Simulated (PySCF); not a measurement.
# Geometry relaxation, with input and output: C$_{4}$H$_{5}$FOSi

System: C$_{4}$H$_{5}$FOSi, SMILES Fc1coc([SiH3])c1.
Method: PBE0-D3(BJ)/def2-SVP geometry optimisation, gas phase (PySCF 2.14.0).

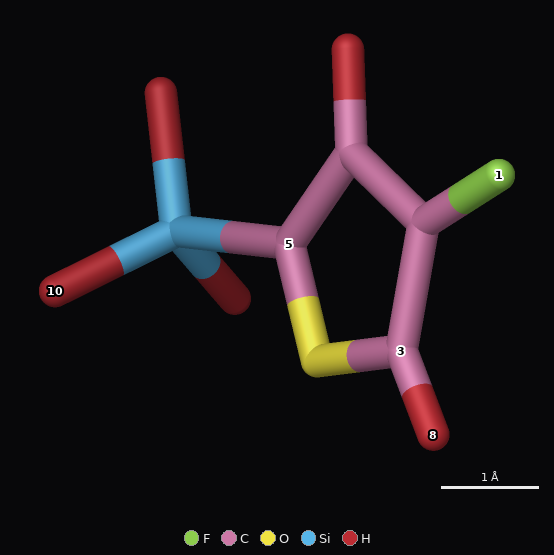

*The starting structure (stick view, seen at a tilt; atoms are numbered from 1 in the order of the input).*

Bond lengths as drawn: C–C 1.36 to 1.43 Å, C–F 1.31 Å, C–H 1.04 to 1.07 Å, C–O 1.33 to 1.39 Å, C–Si 1.88 Å and H–Si 1.45 to 1.47 Å.

## Results in brief

| quantity | value |
| --- | --- |
| outcome | converged |
| total energy | −619.141813 hartree |
| dipole moment | 0.51 D |
| point group | C1 |
| hardware | 1 CPU thread, shared host |
| wall time | 2.6 min |
| peak memory | 0.53 GiB |

## Input
```
{"job": {"xc": "PBE0", "basis": "def2-SVP", "d3": "d3bj", "grid": 1, "shake": 0.01, "kind": "geom"}, "charge": 0, "multiplicity": 1}
F     -2.975990     1.138400     0.225580
C     -1.855150     0.496450     0.031970
C     -1.736510    -0.735750    -0.538450
O     -0.385800    -1.066740    -0.550520
C      0.290500    -0.063910    -0.008070
Si     2.152260    -0.261070     0.102070
C     -0.547820     0.945130     0.381740
H     -2.415430    -1.418020    -0.934320
H      2.682990     0.950880     0.748030
H      2.680790    -0.438530    -1.240130
H      2.442500    -1.452060     0.922240
H     -0.292640     1.876950     0.850830
```

The first line tells a small driver script what to run in PySCF; the rest is the geometry in Å.

Launched with:
```bash
OMP_NUM_THREADS=1 python <driver script> task.json out
```

## What the program printed
```
step   0  E = -619.13685409  max force = 0.047768
step   1  E = -619.14032948  max force = 0.011489
step   2  E = -619.14104152  max force = 0.007718
step   3  E = -619.14159093  max force = 0.002061
step   4  E = -619.14165126  max force = 0.002282
step   5  E = -619.14172334  max force = 0.000802
step   6  E = -619.14173948  max force = 0.000683
step   7  E = -619.14174736  max force = 0.000518
step   8  E = -619.14175520  max force = 0.000537
step   9  E = -619.14176934  max force = 0.001145
step  10  E = -619.14177574  max force = 0.001482
step  11  E = -619.14177357  max force = 0.000858
step  12  E = -619.14177316  max force = 0.000267
step  13  E = -619.14177394  max force = 0.001254
step  14  E = -619.14178216  max force = 0.002251
step  15  E = -619.14179912  max force = 0.001322
step  16  E = -619.14181317  max force = 0.000311
optimisation converged
```

## Trajectory as extended XYZ (Å, eV, eV/Å), 9 of the 17 frames kept, from step=0 to step=16
```
12
Properties=species:S:1:pos:R:3:forces:R:3 step=0 energy=-16847.57194
F    -2.9760    1.1384    0.2256   -0.5221   0.4334   0.1314
C    -1.8552    0.4965    0.0320    0.6503  -0.4963  -0.1394
C    -1.7365   -0.7358   -0.5384    2.4563   0.9352   0.7141
O    -0.3858   -1.0667   -0.5505   -2.1317  -0.4676  -0.4882
C     0.2905   -0.0639   -0.0081    0.9717   0.7336   0.4614
Si    2.1523   -0.2611    0.1021   -0.7013   0.0573   0.3985
C    -0.5478    0.9451    0.3817   -0.4652  -0.2936  -0.1925
H    -2.4154   -1.4180   -0.9343   -1.1741  -1.2816  -0.7252
H     2.6830    0.9509    0.7480    0.1861   0.2904   0.1170
H     2.6808   -0.4385   -1.2401    0.3923  -0.0755  -0.6660
H     2.4425   -1.4521    0.9222    0.1743  -0.2689   0.1685
H    -0.2926    1.8769    0.8508    0.1633   0.4335   0.2203
12
Properties=species:S:1:pos:R:3:forces:R:3 step=2 energy=-16847.68588
F    -2.9595    0.7528    0.9590    0.0638   0.0227  -0.0425
C    -1.8450    0.2677    0.4363   -0.1988   0.1263  -0.0099
C    -1.7383   -0.8547   -0.3312    0.1341  -0.1663   0.2009
O    -0.4407   -1.0423   -0.6360    0.0177   0.2816  -0.3969
C     0.2844    0.0019   -0.1424   -0.0067  -0.3308   0.2593
Si    2.1415   -0.0328   -0.3380    0.0482  -0.0390   0.0568
C    -0.5484    0.8338    0.5627   -0.0523   0.0431  -0.0726
H    -2.4576   -1.5799   -0.7035    0.0247   0.0151   0.0716
H     2.6628    1.2564    0.2014   -0.0088   0.0050  -0.0054
H     2.5494   -0.1960   -1.7634   -0.0433   0.0169  -0.0211
H     2.7080   -1.1702    0.4491    0.0270   0.0148  -0.0203
H    -0.2766    1.7372    1.1039   -0.0057   0.0105  -0.0200
12
Properties=species:S:1:pos:R:3:forces:R:3 step=4 energy=-16847.70247
F    -2.9612    0.7766    0.9286   -0.0244   0.0522   0.0375
C    -1.8455    0.2795    0.4264   -0.0913  -0.0261   0.0228
C    -1.7377   -0.8592   -0.3186    0.0820   0.1173  -0.0029
O    -0.4456   -1.0328   -0.6498    0.0754  -0.0520   0.0209
C     0.2874   -0.0176   -0.1172    0.0254  -0.0630   0.0178
Si    2.1436   -0.0436   -0.3306   -0.0059   0.0212  -0.0356
C    -0.5447    0.8322    0.5684   -0.0575  -0.0233  -0.0596
H    -2.4589   -1.5889   -0.6728   -0.0118  -0.0105  -0.0077
H     2.6590    1.2455    0.2149    0.0031  -0.0031   0.0050
H     2.5063   -0.1729   -1.7724    0.0018   0.0027  -0.0020
H     2.7478   -1.1848    0.4197    0.0016  -0.0015  -0.0047
H    -0.2706    1.7399    1.1013    0.0017  -0.0139   0.0085
12
Properties=species:S:1:pos:R:3:forces:R:3 step=6 energy=-16847.70487
F    -2.9614    0.8076    0.9119   -0.0077   0.0027   0.0064
C    -1.8489    0.2875    0.4255    0.0269  -0.0099  -0.0114
C    -1.7409   -0.8546   -0.3141   -0.0066   0.0004   0.0068
O    -0.4460   -1.0508   -0.6236   -0.0115  -0.0351  -0.0092
C     0.2914   -0.0409   -0.0902   -0.0070   0.0144   0.0257
Si    2.1442   -0.0469   -0.3362   -0.0089   0.0048  -0.0127
C    -0.5419    0.8225    0.5776    0.0037   0.0290  -0.0133
H    -2.4660   -1.5797   -0.6722    0.0084   0.0028  -0.0007
H     2.6555    1.2452    0.2060    0.0000  -0.0031   0.0034
H     2.4760   -0.1629   -1.7868    0.0035   0.0034   0.0014
H     2.7807   -1.1837    0.3933   -0.0019  -0.0064  -0.0043
H    -0.2627    1.7307    1.1068    0.0010  -0.0029   0.0079
12
Properties=species:S:1:pos:R:3:forces:R:3 step=8 energy=-16847.70530
F    -2.9565    0.8242    0.9138    0.0177  -0.0049  -0.0104
C    -1.8462    0.2961    0.4290   -0.0237   0.0161   0.0187
C    -1.7441   -0.8541   -0.2982    0.0195  -0.0117   0.0037
O    -0.4499   -1.0599   -0.6054    0.0048   0.0119   0.0004
C     0.2919   -0.0463   -0.0825   -0.0145  -0.0037  -0.0276
Si    2.1414   -0.0518   -0.3487    0.0118  -0.0168   0.0195
C    -0.5375    0.8288    0.5742    0.0010  -0.0055   0.0150
H    -2.4707   -1.5810   -0.6483   -0.0068  -0.0001   0.0026
H     2.6618    1.2292    0.2110   -0.0021  -0.0009  -0.0003
H     2.4625   -0.1453   -1.8030   -0.0032   0.0067  -0.0060
H     2.7810   -1.2031    0.3558   -0.0031   0.0006  -0.0077
H    -0.2538    1.7373    1.1002   -0.0013   0.0084  -0.0079
12
Properties=species:S:1:pos:R:3:forces:R:3 step=10 energy=-16847.70586
F    -2.9272    0.8827    0.9490    0.0192  -0.0063  -0.0002
C    -1.8332    0.3260    0.4594   -0.0299   0.0257   0.0125
C    -1.7573   -0.8528   -0.2239    0.0509   0.0182  -0.0202
O    -0.4725   -1.0787   -0.5556    0.0395   0.0037   0.0133
C     0.2909   -0.0525   -0.0878   -0.0762  -0.0408  -0.0528
Si    2.1334   -0.0785   -0.3968    0.0064  -0.0180   0.0083
C    -0.5178    0.8536    0.5517    0.0055   0.0048   0.0597
H    -2.4971   -1.5865   -0.5291   -0.0086  -0.0038   0.0047
H     2.6922    1.1464    0.2450    0.0000   0.0008  -0.0054
H     2.4301   -0.0672   -1.8598   -0.0041   0.0031  -0.0043
H     2.7542   -1.2955    0.2053   -0.0015   0.0019  -0.0001
H    -0.2157    1.7769    1.0406   -0.0010   0.0107  -0.0153
12
Properties=species:S:1:pos:R:3:forces:R:3 step=12 energy=-16847.70579
F    -2.8951    0.9303    0.9969   -0.0048   0.0044   0.0068
C    -1.8185    0.3545    0.4931    0.0130  -0.0038  -0.0137
C    -1.7681   -0.8393   -0.1669   -0.0132   0.0034   0.0053
O    -0.4938   -1.0858   -0.5217    0.0005   0.0016  -0.0024
C     0.2873   -0.0568   -0.0959    0.0009   0.0017   0.0002
Si    2.1231   -0.1088   -0.4414   -0.0061   0.0077  -0.0097
C    -0.4967    0.8713    0.5439    0.0031  -0.0039   0.0115
H    -2.5221   -1.5733   -0.4352    0.0019   0.0017   0.0019
H     2.7206    1.0745    0.2427    0.0016  -0.0010  -0.0050
H     2.3960   -0.0325   -1.9076   -0.0009  -0.0072  -0.0006
H     2.7230   -1.3665    0.0928    0.0007  -0.0016   0.0028
H    -0.1757    1.8064    0.9973    0.0035  -0.0030   0.0030
12
Properties=species:S:1:pos:R:3:forces:R:3 step=14 energy=-16847.70604
F    -2.8385    0.9917    1.0919   -0.0216   0.0094  -0.0007
C    -1.7921    0.3954    0.5513    0.0388  -0.0314  -0.0186
C    -1.7885   -0.7992   -0.1098   -0.0669  -0.0242   0.0457
O    -0.5318   -1.0757   -0.5028   -0.0709  -0.0108  -0.0305
C     0.2812   -0.0633   -0.1069    0.1158   0.0775   0.0601
Si    2.1042   -0.1565   -0.5086   -0.0092   0.0199  -0.0140
C    -0.4585    0.8829    0.5601   -0.0049  -0.0156  -0.0663
H    -2.5668   -1.5187   -0.3474    0.0096   0.0085  -0.0041
H     2.7517    1.0096    0.1593   -0.0020  -0.0014   0.0013
H     2.3342   -0.0778   -1.9821   -0.0001  -0.0152   0.0002
H     2.6877   -1.4309    0.0036    0.0045  -0.0014  -0.0013
H    -0.1030    1.8166    0.9896    0.0068  -0.0153   0.0282
12
Properties=species:S:1:pos:R:3:forces:R:3 step=16 energy=-16847.70688
F    -2.8423    0.9904    1.0854    0.0028   0.0018   0.0007
C    -1.7935    0.3935    0.5484   -0.0004   0.0015   0.0071
C    -1.7896   -0.7998   -0.1138    0.0050  -0.0031   0.0094
O    -0.5318   -1.0738   -0.5061   -0.0076   0.0012  -0.0113
C     0.2836   -0.0624   -0.1036    0.0064  -0.0016   0.0115
Si    2.1060   -0.1537   -0.5061   -0.0018  -0.0001  -0.0098
C    -0.4597    0.8808    0.5621   -0.0037   0.0069  -0.0160
H    -2.5669   -1.5176   -0.3580   -0.0011   0.0012  -0.0026
H     2.7502    1.0189    0.1531   -0.0007   0.0013  -0.0023
H     2.3334   -0.0896   -1.9806   -0.0011  -0.0050  -0.0006
H     2.6955   -1.4223    0.0144    0.0009   0.0017   0.0024
H    -0.1049    1.8096    1.0028    0.0013  -0.0058   0.0117
```

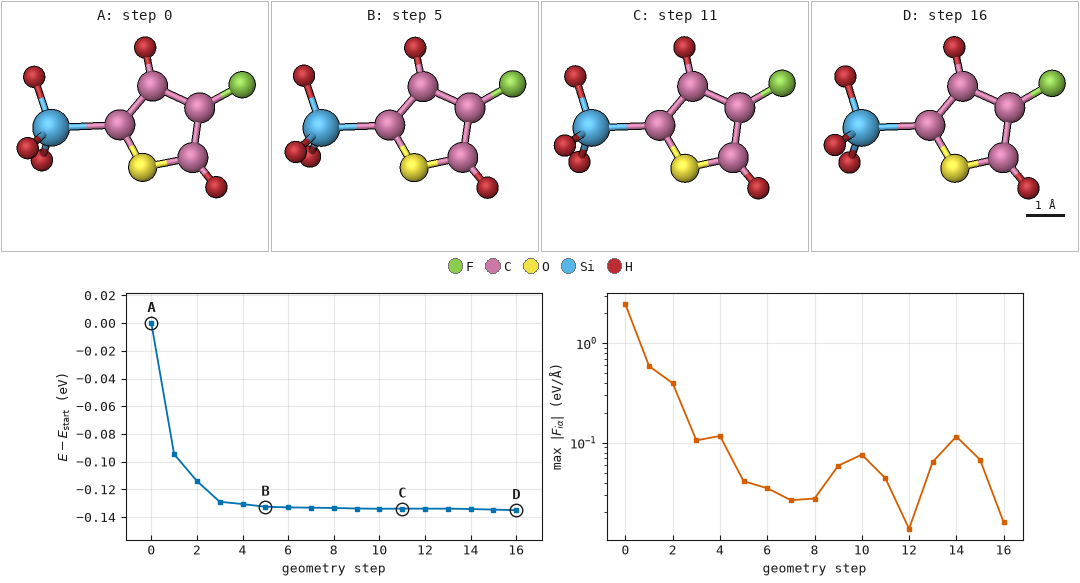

*Frames of the relaxation (ball-and-stick view, seen at a tilt) above the curves, on which the letters mark them (steps are counted from 0).*

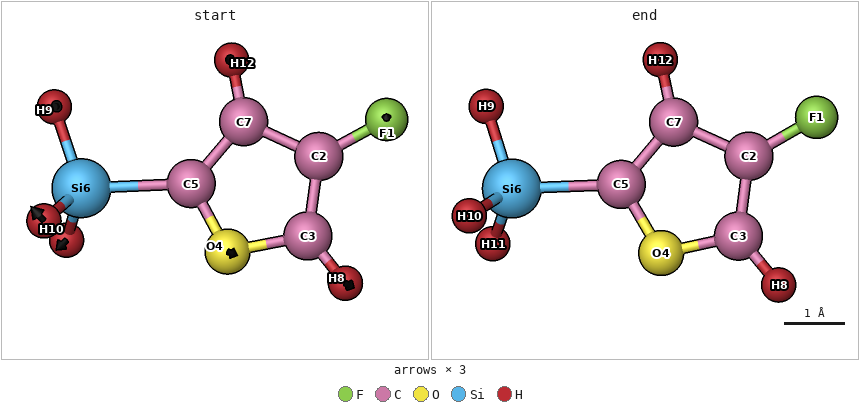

*Before (left) and after (right) the relaxation, at one scale (ball-and-stick view, seen at a tilt). The black arrows give the displacements, magnified 3 times.*

The largest move after the best rigid fit is that of H10, 0.12 Å. Largest moves by element: H 0.12 Å, O 0.07 Å, F 0.05 Å, C 0.03 Å, Si 0.01 Å. Distances before and after: C3–H8 1.041 → 1.086 Å, C3–O4 1.391 → 1.346 Å, Si6–H10 1.453 → 1.493 Å, O4–C5 1.326 → 1.360 Å. Among the angles that change: C5–Si6–H10 108.6° → 111.0°, C5–Si6–H11 108.2° → 110.6°, H9–Si6–H10 112.0° → 109.7°. The energy falls by 0.135 eV in 16 geometry steps. The largest force component goes from 2.5 to 0.016 eV/Å. (Atoms are counted from 1 in the order of the input.)
